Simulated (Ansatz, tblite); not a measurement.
# GeCl3(OiPr) (C3H7Cl3GeO): rung by rung

How do method and basis change the picture of GeCl3(OiPr) (C3H7Cl3GeO) (singlet)?

Computed with Ansatz 0.2.0, Gaussian basis. Level: as each input shows.

The runs, in order: GFN1-xTB, GFN2-xTB, PBE-D4/def2-TZVP, r2SCAN-D4/def2-TZVP, B3LYP-D4/def2-TZVP, B2PLYP/def2-TZVP, revPBE-D4/def2-TZVP, PBE-D4/def2-SVP, PBE0-D4/def2-SVP, CCSD(T)/def2-SVP, MP2/def2-TZVP, RPA/def2-TZVP.

2 further runs of the same task are left out: 2 set aside as unsound or not needed.

**1. The relaxed structure**

The singlet was relaxed beforehand with r2SCAN-D4/def2-SVP.

15 atoms, charge 0, spin multiplicity 1.

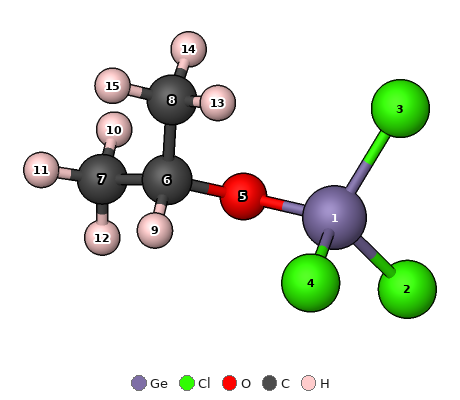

The geometry (germanium purple, chlorine green, oxygen red, carbon dark grey, hydrogen pink); atoms are numbered from 1 in the order of the file.

PBE0-D4/def2-TZVP was run before; its log isn't repeated, and its numbers join the tables.

**2. GFN1-xTB**

Tight binding, by tblite at 300 K electronic temperature and without a spin-polarisation term:

```python
tblite.interface.Calculator('GFN1-xTB', numbers, positions, charge=0, uhf=0).singlepoint()
```

Energy -800.6221 eV, HOMO -12.31 eV, LUMO -6.57 eV; 0.015 s.

**3. GFN2-xTB**

Tight binding, by tblite at 300 K electronic temperature and without a spin-polarisation term:

```python
tblite.interface.Calculator('GFN2-xTB', numbers, positions, charge=0, uhf=0).singlepoint()
```

Energy -811.1886 eV, HOMO -11.95 eV, LUMO -7.03 eV; 0.012 s.

**4. PBE-D4/def2-TZVP**

start.molden holds the orbitals of an earlier run on this state, given as this run's starting guess.

in.yaml reads:

```yaml
crystal:
  periodic: [false, false, false]
  atoms:
    - {symbol: Ge, position_ang: [1.119852, 1.105418, 1.628701]}
    - {symbol: Cl, position_ang: [1.055389, 0.972752, 3.752049]}
    - {symbol: Cl, position_ang: [3.153235, 0.889517, 0.988775]}
    - {symbol: Cl, position_ang: [0.415148, 3.023195, 0.972985]}
    - {symbol: O, position_ang: [0.097530, -0.168177, 1.011773]}
    - {symbol: C, position_ang: [-0.557994, -0.104348, -0.277050]}
    - {symbol: C, position_ang: [-1.512857, -1.281801, -0.309797]}
    - {symbol: C, position_ang: [0.460968, -0.128794, -1.403903]}
    - {symbol: H, position_ang: [-1.135757, 0.838731, -0.325018]}
    - {symbol: H, position_ang: [-0.952494, -2.227657, -0.246957]}
    - {symbol: H, position_ang: [-2.093614, -1.276823, -1.244880]}
    - {symbol: H, position_ang: [-2.210631, -1.234901, 0.538709]}
    - {symbol: H, position_ang: [1.112782, 0.759068, -1.378116]}
    - {symbol: H, position_ang: [1.095409, -1.025991, -1.326516]}
    - {symbol: H, position_ang: [-0.046957, -0.140190, -2.380765]}
basis:
  gaussian: {orbitals: def2-TZVP, initial_orbitals: start.molden}
hamiltonian: {xc: pbe, dispersion: d4}
scf: {omitted_lower_state_checks: [starts]}
output: {orbitals: {seedname: orbitals}}
```

Launch:

```bash
$ ansatz run in.yaml --threads 4 --pin off --events-out ev --progress --plain --max-ram 8704MiB
```

The log of the run:

```text
Functional definition: PBE
  name "PBE"
  cite "Perdew, Burke & Ernzerhof, Phys. Rev. Lett. 77, 3865 (1996) doi:10.1103/PhysRevLett.77.3865"
  parent pbe
  parameter kappa = 0.804
  parameter beta = 0.06672455060314922
  exchange = pbe_x(kappa = kappa, mu = beta*pi^2/3)
  correlation = pbe_c(beta = beta)
these checks for a lower state are left out or cut short: starts
2125 factors; their error is unknown
mean field evaluation 1: about -99335.4456 eV, gradient 1.8e1 eV
mean field evaluation 2: about -99335.6635 eV, gradient 2.9e-1 eV
mean field evaluation 4: about -99335.6151 eV, gradient 1.0e-3 eV
mean field -99335.61511634 eV, -3650.5165234272 hartree, gradient 2.0e-5 eV, S^2 0.000000; 0 other end points of the search recorded, 0 dependent functions left out
reference -99335.61516872 eV, -3650.5165253520 hartree; 58, 58 occupied and 267, 267 virtual orbitals, 2125 factors
Total energy: -99336.11803964 eV, -3650.5350055176 hartree
Checks for a lower state left out: starts
```

Run time: 6.5 s. Hardware: 4 threads of Arm Neoverse V1, shared host.

Report: HOMO -7.15 eV, LUMO -2.69 eV.

**5. r2SCAN-D4/def2-TZVP**

Edit in.yaml of step 4 so:

```diff
@@ -20,3 +20,3 @@
   gaussian: {orbitals: def2-TZVP, initial_orbitals: start.molden}
-hamiltonian: {xc: pbe, dispersion: d4}
+hamiltonian: {xc: r2scan, dispersion: d4}
 scf: {omitted_lower_state_checks: [starts]}
```

The command is unchanged.

The log of the run:

```text
Functional definition: r2SCAN
  name "r2SCAN"
  cite "Furness, Kaplan, Ning, Perdew & Sun, J. Phys. Chem. Lett. 11, 8208 (2020) doi:10.1021/acs.jpclett.0c02405"
  cite "Furness, Kaplan, Ning, Perdew & Sun, J. Phys. Chem. Lett. 11, 9248 (2020) doi:10.1021/acs.jpclett.0c03077"
  parent r2scan
  parameter k0 = 0.174
  parameter k1 = 0.065
  parameter a1 = 4.9479
  exchange = r2scan_x(k0 = k0, k1 = k1, a1 = a1)
  correlation = r2scan_c
these checks for a lower state are left out or cut short: starts
2125 factors; their error is unknown
mean field evaluation 1: about -99360.6486 eV, gradient 1.2e1 eV
mean field evaluation 2: about -99360.7159 eV, gradient 1.2e-1 eV
mean field evaluation 4: about -99360.6682 eV, gradient 5.7e-4 eV
mean field -99360.66816218 eV, -3651.4372058803 hartree, gradient 1.1e-5 eV, S^2 0.000000; 0 other end points of the search recorded, 0 dependent functions left out
reference -99360.66817582 eV, -3651.4372063817 hartree; 58, 58 occupied and 267, 267 virtual orbitals, 2125 factors
Total energy: -99360.80125753 eV, -3651.4420970440 hartree
Checks for a lower state left out: starts
```

It took 14 s on 4 threads of Arm Neoverse V1, shared host; peak memory 0.72 GiB.

HOMO -7.51 eV, LUMO -2.46 eV.

**6. B3LYP-D4/def2-TZVP**

Edit in.yaml of step 5 so:

```diff
@@ -20,4 +20,4 @@
   gaussian: {orbitals: def2-TZVP, initial_orbitals: start.molden}
-hamiltonian: {xc: r2scan, dispersion: d4}
+hamiltonian: {xc: {name: B3LYP}, dispersion: d4}
 scf: {omitted_lower_state_checks: [starts]}
-output: {orbitals: {seedname: orbitals}}
+output: {forces: true, orbitals: {seedname: orbitals}}
```

Same command.

The log of the run, shortened:

```text
Functional definition: B3LYP
  name "B3LYP"
  cite "Stephens, Devlin, Chabalowski & Frisch, J. Phys. Chem. 98, 11623 (1994) doi:10.1021/j100096a001"
  cite "Becke, Phys. Rev. A 38, 3098 (1988) doi:10.1103/PhysRevA.38.3098"
  cite "Lee, Yang & Parr, Phys. Rev. B 37, 785 (1988) doi:10.1103/PhysRevB.37.785"
  cite "Vosko, Wilk & Nusair, Can. J. Phys. 58, 1200 (1980) doi:10.1139/p80-159"
[...]
2177 factors; their error is unknown
[...]
mean field -99368.61212152 eV, -3651.7291410013 hartree, gradient 1.3e-5 eV, S^2 0.000000; 0 other end points of the search recorded, 0 dependent functions left out
[...]
reference -99368.61248572 eV, -3651.7291543856 hartree; 58, 58 occupied and 267, 267 virtual orbitals, 2177 factors
Total energy: -99369.41944670 eV, -3651.7588096544 hartree
Atom 0 at     1.119852     1.105418     1.628701 Å, force     0.039673     0.042395     0.026688 eV/Å
[...]
Atom 6 at    -1.512857    -1.281801    -0.309797 Å, force    -0.181548    -0.237977     0.008440 eV/Å
Atom 7 at     0.460968    -0.128794    -1.403903 Å, force     0.218959    -0.004494    -0.230332 eV/Å
Atom 8 at    -1.135757     0.838731    -0.325018 Å, force     0.188142    -0.327502     0.012805 eV/Å
Atom 9 at    -0.952494    -2.227657    -0.246957 Å, force    -0.174208     0.261252    -0.028508 eV/Å
Atom 10 at    -2.093614    -1.276823    -1.244880 Å, force     0.159730    -0.006947     0.261249 eV/Å
Atom 11 at    -2.210631    -1.234901     0.538709 Å, force     0.191924    -0.017582    -0.253866 eV/Å
Atom 12 at     1.112782     0.759068    -1.378116 Å, force    -0.197084    -0.281927    -0.028125 eV/Å
Atom 13 at     1.095409    -1.025991    -1.326516 Å, force    -0.188086     0.269428    -0.037314 eV/Å
Atom 14 at    -0.046957    -0.140190    -2.380765 Å, force     0.135789     0.001382     0.284037 eV/Å
Dipole moment:    -0.247086    -0.129886    -0.371940 e Å
Checks for a lower state left out: starts
```

Wall time 21 s (4 threads of Arm Neoverse V1, shared host); peak memory 1.7 GiB.

HOMO -8.46 eV, LUMO -2.02 eV.

**7. B2PLYP/def2-TZVP**

Edit in.yaml of step 6 so:

```diff
@@ -20,4 +20,3 @@
   gaussian: {orbitals: def2-TZVP, initial_orbitals: start.molden}
-hamiltonian: {xc: {name: B3LYP}, dispersion: d4}
+hamiltonian: {xc: {name: B2PLYP}}
 scf: {omitted_lower_state_checks: [starts]}
-output: {forces: true, orbitals: {seedname: orbitals}}
```

Same command.

The log of the run, shortened:

```text
Functional definition: B2PLYP
  name "B2PLYP"
  cite "Grimme, J. Chem. Phys. 124, 034108 (2006) doi:10.1063/1.2148954"
  cite "Becke, Phys. Rev. A 38, 3098 (1988) doi:10.1103/PhysRevA.38.3098"
  cite "Lee, Yang & Parr, Phys. Rev. B 37, 785 (1988) doi:10.1103/PhysRevB.37.785"
[...]
2123 factors; integrals over basis functions are off by at most 1.1e-3 eV
[...]
mean field -99327.30162000 eV, -3650.2110080720 hartree, gradient 9.1e-7 eV, S^2 0.000000; 0 other end points of the search recorded, 0 dependent functions left out
28 core orbitals not correlated: weight in the atoms' cores, before any rotation towards them, 1.000 or more for the frozen orbitals, at most 0.000 for the correlated occupied ones
reference -99327.30185025 eV, -3650.2110165334 hartree; 30, 30 occupied and 267, 267 virtual orbitals, 2123 factors
second order -51.06595647 eV of doubles, -0.00000000 eV of singles
Total energy: -99341.08965850 eV, -3650.7177091408 hartree
Checks for a lower state left out: starts
```

Wall time 22 s (4 threads of Arm Neoverse V1, shared host); peak memory 1.3 GiB.

**8. revPBE-D4/def2-TZVP**

Edit in.yaml of step 7 so:

```diff
@@ -20,3 +20,4 @@
   gaussian: {orbitals: def2-TZVP, initial_orbitals: start.molden}
-hamiltonian: {xc: {name: B2PLYP}}
+hamiltonian: {xc: {name: revPBE}, dispersion: d4}
 scf: {omitted_lower_state_checks: [starts]}
+output: {orbitals: {seedname: orbitals}}
```

Same command.

The log of the run:

```text
Functional definition: revPBE
  name "revPBE"
  cite "Zhang & Yang, Phys. Rev. Lett. 80, 890 (1998) doi:10.1103/PhysRevLett.80.890"
  cite "Perdew, Burke & Ernzerhof, Phys. Rev. Lett. 77, 3865 (1996) doi:10.1103/PhysRevLett.77.3865"
  parameter kappa = 1.245
  parameter beta = 0.06672455060314922
  exchange = pbe_x(kappa = kappa, mu = beta*pi^2/3)
  correlation = pbe_c(beta = beta)
these checks for a lower state are left out or cut short: starts
2125 factors; their error is unknown
mean field evaluation 1: about -99352.8973 eV, gradient 1.6e1 eV
mean field evaluation 2: about -99353.0539 eV, gradient 2.2e-1 eV
mean field evaluation 4: about -99353.0047 eV, gradient 8.5e-4 eV
mean field -99353.00472329 eV, -3651.1555796955 hartree, gradient 1.5e-5 eV, S^2 0.000000; 0 other end points of the search recorded, 0 dependent functions left out
reference -99353.00478893 eV, -3651.1555821076 hartree; 58, 58 occupied and 267, 267 virtual orbitals, 2125 factors
Total energy: -99354.36154020 eV, -3651.2054417971 hartree
Checks for a lower state left out: starts
```

Wall time 6.5 s (4 threads of Arm Neoverse V1, shared host).

Report: HOMO -7.09 eV, LUMO -2.57 eV.

**9. PBE-D4/def2-SVP**

Edit in.yaml of step 8 so:

```diff
@@ -19,4 +19,4 @@
 basis:
-  gaussian: {orbitals: def2-TZVP, initial_orbitals: start.molden}
-hamiltonian: {xc: {name: revPBE}, dispersion: d4}
+  gaussian: {orbitals: def2-SVP, initial_orbitals: start.molden}
+hamiltonian: {xc: pbe, dispersion: d4}
 scf: {omitted_lower_state_checks: [starts]}
```

Launched as before.

The log of the run:

```text
Functional definition: PBE
  name "PBE"
  cite "Perdew, Burke & Ernzerhof, Phys. Rev. Lett. 77, 3865 (1996) doi:10.1103/PhysRevLett.77.3865"
  parent pbe
  parameter kappa = 0.804
  parameter beta = 0.06672455060314922
  exchange = pbe_x(kappa = kappa, mu = beta*pi^2/3)
  correlation = pbe_c(beta = beta)
these checks for a lower state are left out or cut short: starts
1959 factors; their error is unknown
mean field evaluation 1: about -99309.1219 eV, gradient 1.4e1 eV
mean field evaluation 2: about -99309.4965 eV, gradient 3.1e-1 eV
mean field evaluation 4: about -99309.3859 eV, gradient 5.8e-4 eV
mean field -99309.38593527 eV, -3649.5526188018 hartree, gradient 1.6e-5 eV, S^2 0.000000; 0 other end points of the search recorded, 0 dependent functions left out
reference -99309.38597465 eV, -3649.5526202490 hartree; 58, 58 occupied and 119, 119 virtual orbitals, 1959 factors
Total energy: -99309.88884557 eV, -3649.5711004145 hartree
Checks for a lower state left out: starts
```

It took 3.2 s on 4 threads of Arm Neoverse V1, shared host.

From the report: HOMO -7.00 eV, LUMO -2.45 eV.

**10. PBE0-D4/def2-SVP**

Edit in.yaml of step 9 so:

```diff
@@ -20,3 +20,3 @@
   gaussian: {orbitals: def2-SVP, initial_orbitals: start.molden}
-hamiltonian: {xc: pbe, dispersion: d4}
+hamiltonian: {xc: pbe0, dispersion: d4}
 scf: {omitted_lower_state_checks: [starts]}
```

Same command.

The log of the run:

```text
Functional definition: PBE0
  name "PBE0"
  cite "Adamo & Barone, J. Chem. Phys. 110, 6158 (1999) doi:10.1063/1.478522"
  cite "Perdew, Burke & Ernzerhof, Phys. Rev. Lett. 77, 3865 (1996) doi:10.1103/PhysRevLett.77.3865"
  parent pbe
  parameter a = 0.25
  parameter kappa = 0.804
  parameter beta = 0.06672455060314922
  exchange = (1 - a)*pbe_x(kappa = kappa, mu = beta*pi^2/3) + a*exact_x
  correlation = pbe_c(beta = beta)
these checks for a lower state are left out or cut short: starts
1721 factors; integrals over basis functions are off by at most 1.5e-3 eV
mean field evaluation 1: about -99314.1541 eV, gradient 1.0e1 eV
mean field evaluation 2: about -99314.3835 eV, gradient 1.6e-1 eV
mean field evaluation 4: about -99314.6577 eV, gradient 1.9e-3 eV
mean field -99314.65771388 eV, -3649.7463530923 hartree, gradient 3.8e-5 eV, S^2 0.000000; 0 other end points of the search recorded, 0 dependent functions left out
reference -99314.65774444 eV, -3649.7463542155 hartree; 58, 58 occupied and 119, 119 virtual orbitals, 1721 factors
Total energy: -99315.09389329 eV, -3649.7623823899 hartree
Checks for a lower state left out: starts
```

It took 5.5 s on 4 threads of Arm Neoverse V1, shared host.

HOMO -8.64 eV, LUMO -1.50 eV.

**11. CCSD(T)/def2-SVP**

Edit in.yaml of step 10 so:

```diff
@@ -20,3 +20,3 @@
   gaussian: {orbitals: def2-SVP, initial_orbitals: start.molden}
-hamiltonian: {xc: pbe0, dispersion: d4}
+correlation: {method: ccsd_t}
 scf: {omitted_lower_state_checks: [starts]}
```

The command is unchanged.

The log of the run, shortened:

```text
Functional definition: HF
  name "HF"
  cite "Fock, Z. Phys. 61, 126 (1930) doi:10.1007/BF01340294"
  parent pbe
[...]
1721 factors; integrals over basis functions are off by at most 1.5e-3 eV
[...]
mean field -99205.36110631 eV, -3645.7297768479 hartree, gradient 1.9e-6 eV, S^2 0.000000; 0 other end points of the search recorded, 0 dependent functions left out
28 core orbitals not correlated: weight in the atoms' cores, before any rotation towards them, 1.000 or more for the frozen orbitals, at most 0.000 for the correlated occupied ones
reference -99205.36110631 eV, -3645.7297768479 hartree; 30, 30 occupied and 119, 119 virtual orbitals, 1721 factors
second order -33.54305242 eV of doubles, -0.00000000 eV of singles
cycle   1  -34.41513532 eV  change   -8.7e-1 eV  update   1.2e-1
[...]
cycle   8  -35.38138996 eV  change    1.6e-5 eV  update   6.7e-5
perturbative correction -0.97764911 eV, -0.0359279420 hartree
Total energy: -99241.72014537 eV, -3647.0659468886 hartree
Checks for a lower state left out: starts
```

Run time: 2.1 min. Hardware: 4 threads of Arm Neoverse V1, shared host; peak memory 2.1 GiB.

From the report: Hartree-Fock HOMO -12.53 eV, LUMO 2.76 eV; T1 0.010.

**12. MP2/def2-TZVP**

Edit in.yaml of step 11 so:

```diff
@@ -19,4 +19,4 @@
 basis:
-  gaussian: {orbitals: def2-SVP, initial_orbitals: start.molden}
-correlation: {method: ccsd_t}
+  gaussian: {orbitals: def2-TZVP, initial_orbitals: start.molden}
+correlation: {method: mp2}
 scf: {omitted_lower_state_checks: [starts]}
```

Same command.

The log of the run:

```text
Functional definition: HF
  name "HF"
  cite "Fock, Z. Phys. 61, 126 (1930) doi:10.1007/BF01340294"
  parent pbe
  exchange = exact_x
  correlation = 0
these checks for a lower state are left out or cut short: starts
2123 factors; integrals over basis functions are off by at most 1.1e-3 eV
mean field evaluation 1: about -99229.4475 eV, gradient 5.1e1 eV
mean field evaluation 2: about -99230.9977 eV, gradient 1.9e0 eV
mean field evaluation 4: about -99231.5051 eV, gradient 1.9e0 eV
mean field evaluation 8: about -99231.5140 eV, gradient 5.4e-4 eV
mean field -99231.51396132 eV, -3646.6908765426 hartree, gradient 9.8e-6 eV, S^2 0.000000; 0 other end points of the search recorded, 0 dependent functions left out
28 core orbitals not correlated: weight in the atoms' cores, before any rotation towards them, 1.000 or more for the frozen orbitals, at most 0.000 for the correlated occupied ones
reference -99231.51396132 eV, -3646.6908765426 hartree; 30, 30 occupied and 267, 267 virtual orbitals, 2123 factors
second order -41.90273107 eV of doubles, -0.00000000 eV of singles
Total energy: -99273.41669239 eV, -3648.2307735067 hartree
Checks for a lower state left out: starts
```

It took 15 s on 4 threads of Arm Neoverse V1, shared host; peak memory 1.2 GiB.

Hartree-Fock HOMO -12.51 eV, LUMO 2.41 eV.

**13. RPA/def2-TZVP**

Edit in.yaml of step 12 so:

```diff
@@ -20,4 +20,4 @@
   gaussian: {orbitals: def2-TZVP, initial_orbitals: start.molden}
-correlation: {method: mp2}
+hamiltonian: {xc: pbe}
+correlation: {method: rpa}
 scf: {omitted_lower_state_checks: [starts]}
-output: {orbitals: {seedname: orbitals}}
```

Launched as before.

The log of the run, shortened:

```text
Functional definition: PBE
  name "PBE"
  cite "Perdew, Burke & Ernzerhof, Phys. Rev. Lett. 77, 3865 (1996) doi:10.1103/PhysRevLett.77.3865"
  parent pbe
[...]
2123 factors; integrals over basis functions are off by at most 1.1e-3 eV
[...]
mean field -99335.61501877 eV, -3650.5165198415 hartree, gradient 2.0e-6 eV, S^2 0.000000; 0 other end points of the search recorded, 0 dependent functions left out
28 core orbitals not correlated: weight in the atoms' cores, before any rotation towards them, 1.000 or more for the frozen orbitals, at most 0.000 for the correlated occupied ones
reference -99228.49825467 eV, -3646.5800513671 hartree; 30, 30 occupied and 267, 267 virtual orbitals, 2123 factors
Total energy: -99295.70019897 eV, -3649.0496772693 hartree
Checks for a lower state left out: starts
```

Run time: 19 s. Hardware: 4 threads of Arm Neoverse V1, shared host; peak memory 1.1 GiB.

**14. Comparison**

| level | functions | HOMO (eV) | LUMO (eV) | gap (eV) | time |
| --- | --- | --- | --- | --- | --- |
| PBE-D4/def2-SVP | 177 | -7.00 | -2.45 | 4.56 | 3.2 s |
| PBE-D4/def2-TZVP | 325 | -7.15 | -2.69 | 4.46 | 6.5 s |
| revPBE-D4/def2-TZVP | 325 | -7.09 | -2.57 | 4.51 | 6.5 s |
| r2SCAN-D4/def2-TZVP | 325 | -7.51 | -2.46 | 5.04 | 14 s |
| B3LYP-D4/def2-TZVP | 325 | -8.46 | -2.02 | 6.44 | 21 s |
| PBE0-D4/def2-SVP | 177 | -8.64 | -1.50 | 7.14 | 5.5 s |
| PBE0-D4/def2-TZVP | 325 | -8.71 | -1.70 | 7.00 | 15 s |

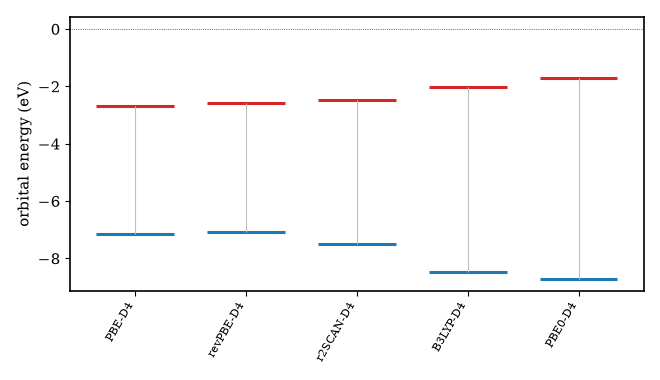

Highest filled (blue) and lowest empty (red) level in def2-TZVP.

The pieces so far (eV):

| basis | HF | MP2 correlation | CCSD correlation | (T) | total |
| --- | --- | --- | --- | --- | --- |
| def2-SVP | -99205.3611 | -33.5431 | -35.3814 | -0.9776 | -99241.7201 |
| def2-TZVP | -99231.5140 | -41.9027 |  |  | -99273.4167 (MP2) |

The correlation energy is far from converged in these sets, so it jumps between bases; where outer-core shells are correlated, the sets cover them unevenly.

**15. Binding energy**

Free atoms were run apart at each level; binding is atoms less cluster, divided by the number of atoms, without zero-point or spin-orbit terms.

Differences are taken before rounding.

| method | binding an atom (eV) | from CCSD(T)/def2-SVP (eV) | time |
| --- | --- | --- | --- |
| HF/def2-SVP | 2.836 | -0.811 |  |
| HF/def2-TZVP | 2.808 | -0.839 |  |
| PBE-D4/def2-SVP | 3.955 | +0.308 | 3.2 s |
| PBE-D4/def2-TZVP | 3.924 | +0.277 | 6.5 s |
| revPBE-D4/def2-TZVP | 3.826 | +0.179 | 6.5 s |
| r2SCAN-D4/def2-TZVP | 3.866 | +0.219 | 14 s |
| B3LYP-D4/def2-TZVP | 3.815 | +0.168 | 21 s |
| PBE0-D4/def2-SVP | 3.887 | +0.240 | 5.5 s |
| PBE0-D4/def2-TZVP | 3.861 | +0.215 | 15 s |
| MP2/def2-SVP | 3.712 | +0.065 |  |
| MP2/def2-TZVP | 3.809 | +0.162 | 15 s |
| CCSD/def2-SVP | 3.602 | -0.044 |  |
| CCSD(T)/def2-SVP | 3.647 | 0 | 2.1 min |

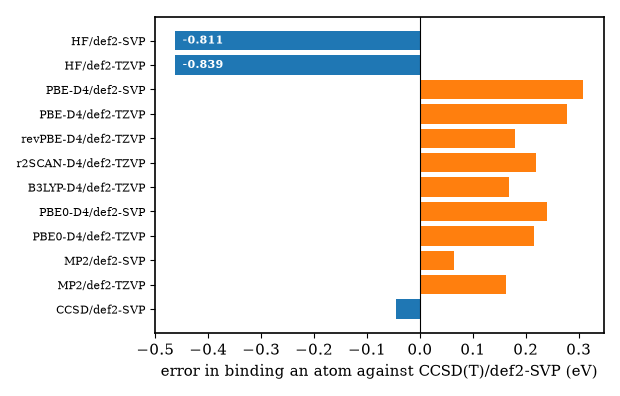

Error of each method against CCSD(T)/def2-SVP. Bars with a number in them are cut short.

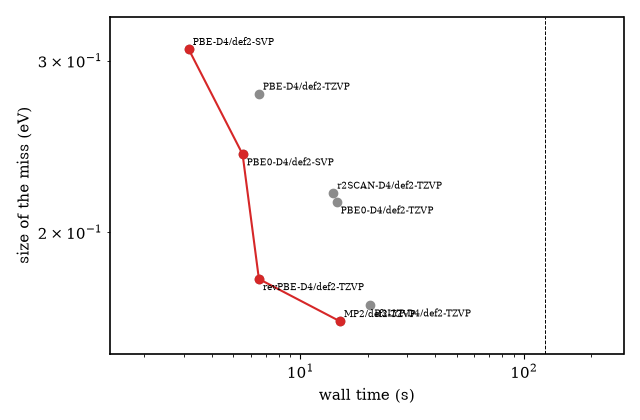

Miss against cost. Red marks the levels that no quicker level drawn beats (of those quicker than the yardstick), and the dashed line is the time of CCSD(T)/def2-SVP. Times are from a shared host.

**16. Results**

```
                                                 quantity                                value
gap in def2-TZVP, named functionals, smallest and largest  4.46 eV (PBE-D4), 7.00 eV (PBE0-D4)
                     correlation energy, CCSD(T)/def2-SVP                            -36.36 eV
                        correlation energy, MP2/def2-TZVP                            -41.90 eV
                        binding an atom, CCSD(T)/def2-SVP                             3.647 eV
          PBE0 total energy, smallest basis above largest       26.00 eV (def2-SVP, def2-TZVP)
```

What this shows: Orbital gaps of the named functionals in def2-TZVP span 4.46 eV (PBE-D4) to 7.00 eV (PBE0-D4); exact exchange widens it. The functionals in def2-TZVP miss CCSD(T)/def2-SVP by +0.168 (B3LYP-D4) to +0.277 eV (PBE-D4) an atom. The yardstick is in a double-zeta basis, so levels in larger sets aren't compared like for like. CCSD(T)/def2-SVP isn't at the basis-set limit; small misses against it rank nothing.

MP2/def2-TZVP reaches 0.162 eV from the reference in 15 s, where CCSD(T)/def2-SVP took 2.1 min; the quickest level in the cost chart, PBE-D4/def2-SVP, takes 3.2 s and misses by 0.308 eV. The slowest run with a step of its own, CCSD(T)/def2-SVP, took 2.1 min; the quickest functional in def2-TZVP took 6.5 s (shared host).
